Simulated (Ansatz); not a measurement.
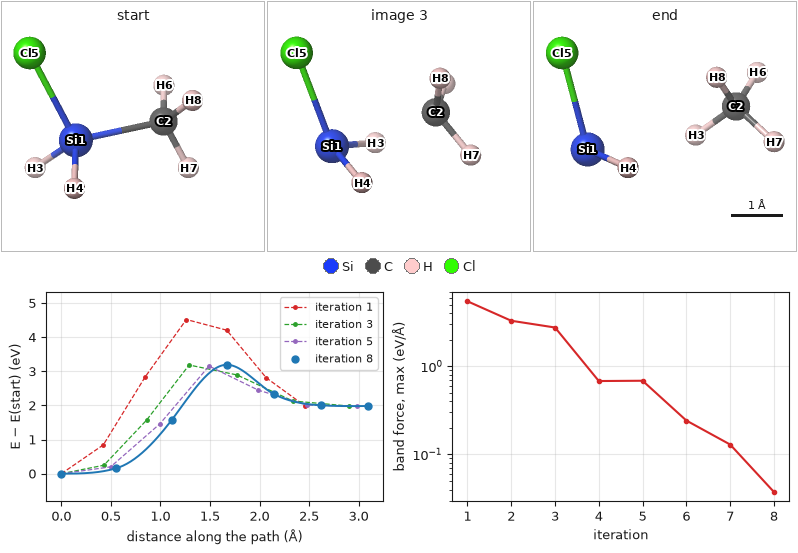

NEB run on CH5ClSi. Images are numbered from 0 (start) to 6 (end). The plot follows the band through its iterations. The picture is a ball-and-stick view, seen at a tilt.

Method: RKS PBE0-D4/def2-SVP in Ansatz 0.2.0. Settings: 5 movable images; climbing image.

### How did the profile develop, and is the result final?

The run is converged, with reservations. The band converged in 8 iterations. The largest component of the band force went from 5.5 to 0.038 eV/Å. The climbing image converged on the top of the path. Its curvatures weren't checked. The largest force component is 0.28 eV/Å at the start and 0.29 eV/Å at the end; an end with forces this large is no minimum, and the barrier measured from it can be far off. The first iteration put the highest image at 4.52 eV. The highest point, image 3, lies 3.19 eV above the start and 1.21 eV above the end; the end is at +1.98 eV relative to the start.
